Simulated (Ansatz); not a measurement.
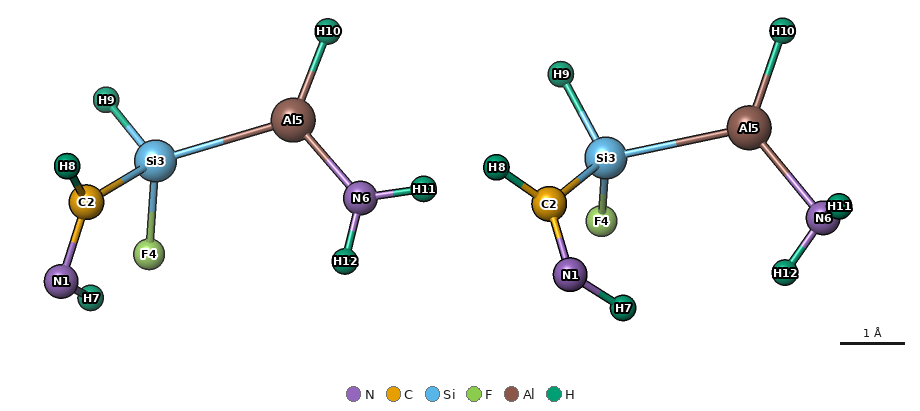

Two geometries of CH6AlFN2Si, drawn at one scale. One is the start of a relaxation, the other its converged end. A ball-and-stick model, seen at a tilt.

Theory: Ansatz, RKS PBE0-D4/STO-3G. Set-up: no spin polarisation; force threshold 0.02 eV/Å; at most 40 steps.

Q: Which of the two is the end point?

A: The left one is the relaxed one. The run prepares the start of a later molecular dynamics calculation, from a guessed geometry. The largest move after the best rigid fit is that of H7, 1.56 Å. By element the largest moves are H 1.56 Å, N 0.94 Å, F 0.81 Å, Si 0.26 Å, Al 0.18 Å, C 0.16 Å. Among the contacts that change: Al5–N6 1.892 → 1.721 Å, Al5–H10 1.605 → 1.496 Å, Si3–F4 1.585 → 1.683 Å, Si3–H9 1.538 → 1.455 Å. Among the angles between lasting bonds that change: Al5–N6–H12 105.3° → 126.2°, Al5–N6–H11 106.0° → 125.3°, C2–Si3–F4 110.9° → 92.2°. Groups turn about C2–Si3 by about 60°. After 24 accepted moves (26 points after the start) the energy has fallen by 1.290 eV. The largest force component goes from 3.8 to 0.018 eV/Å. The line search rejected the trial steps at points 2, 20 of the run. Cost: 84 s on 1 thread of Arm Neoverse V2, on a shared host, peak memory 0.17 GiB.

Limits of the set-up: STO-3G is a minimal basis, so the numbers are rough.
